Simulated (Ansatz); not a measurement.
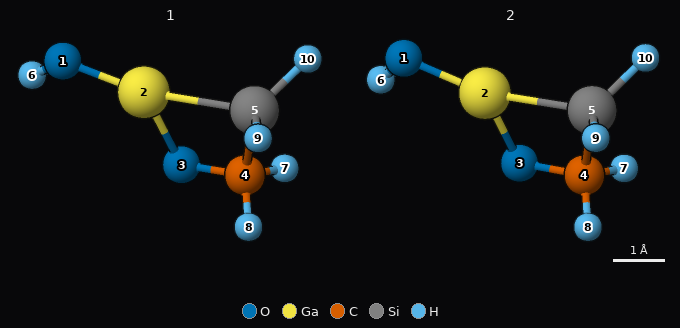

Two geometries of CH₅GaO₂Si, drawn at one scale. One is the start of a relaxation, the other its converged end. A ball-and-stick model, seen from a free direction.

Theory: Ansatz 0.2.0, RKS PBE0-D4/def2-TZVP. (force threshold 0.005 eV/Å; at most 150 steps)

Question: Which of the two is the end point?

Answer: Structure 2 is the relaxed one. The start comes from GFN2-xTB. The largest move after the best rigid fit is that of H6, 0.19 Å. By element the largest moves are H 0.19 Å, O 0.08 Å, Si 0.06 Å, Ga 0.03 Å, C 0.01 Å. Among the contacts that change: Ga2–Si5 2.450 → 2.373 Å, Ga2–O3 1.902 → 1.839 Å, O3–C4 1.402 → 1.428 Å, C4–Si5 1.943 → 1.924 Å. Among the angles between lasting bonds that change: Ga2–O1–H6 129.1° → 113.3°, O1–Ga2–Si5 163.3° → 160.0°, O3–C4–Si5 107.6° → 105.0°. After 7 accepted moves (8 points after the start) the energy has fallen by 0.143 eV. Largest force component: 1.1 eV/Å at the start, 0.004 eV/Å at the end. The line search rejected the trial step at point 4 of the run. Cost: 21 s on 4 threads of Intel Xeon 6975P-C (shared host).
